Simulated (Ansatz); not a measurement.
**Ti3Al: response to strain**

Consider Ti3Al (space group P6_3/mmc, No. 194; a = 5.688 Å, c = 4.608 Å).

Strains are applied to the cell and any free atomic positions relax.

All numbers come from PBEsol (Ansatz, an electronic-structure program; PAW; 420 eV plane waves; scalar-relativistic without spin-orbit coupling).

Notes on the quantities. pressure: mean of the normal stresses, compression positive.

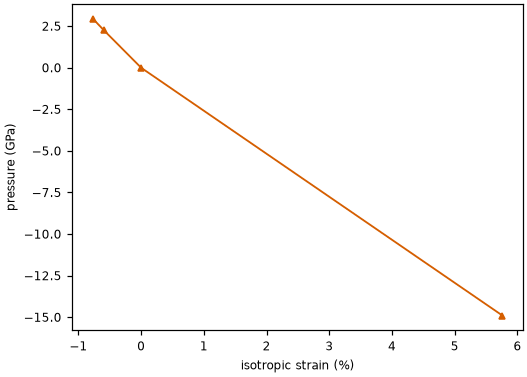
Figure. Pressure against isotropic strain

```tsv
isotropic strain (%)	pressure
-0.77	2.9 GPa
-0.6	2.3 GPa
5.76	-14.9 GPa
```

Whether these cells are dynamically stable was not tested. All final runs are without spin polarisation.
